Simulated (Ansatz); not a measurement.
The starting structures come from a database of crystals and need not be the phases stable at ambient conditions.

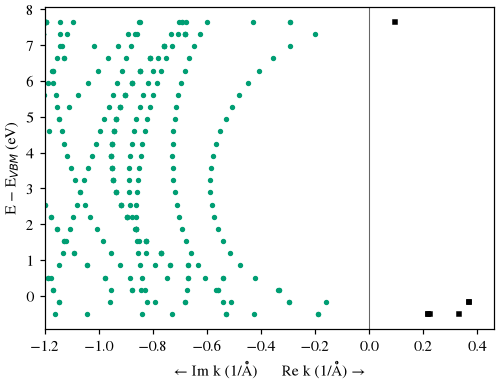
*Complex bands at the centre of the two-dimensional zone; r2SCAN in Ansatz (a program for electronic structure)*

No gap correction and no spin-orbit coupling; mid-gap values are interpolated between computed energies.

### Question
This is K2NaScF6 (Fm-3m, not sure to be the ambient phase, 10 atoms a cell, 16.0 Å³ an atom, -3 GPa at this level) along the normal of (001). Read off the slowest decay at the centre of the two-dimensional zone at 3.91 eV, the computed energy nearest the middle of the gap.

### Answer
κ ≈ 0.58 1/Å, a decay length 1/(2κ) of the density of 0.87 Å.
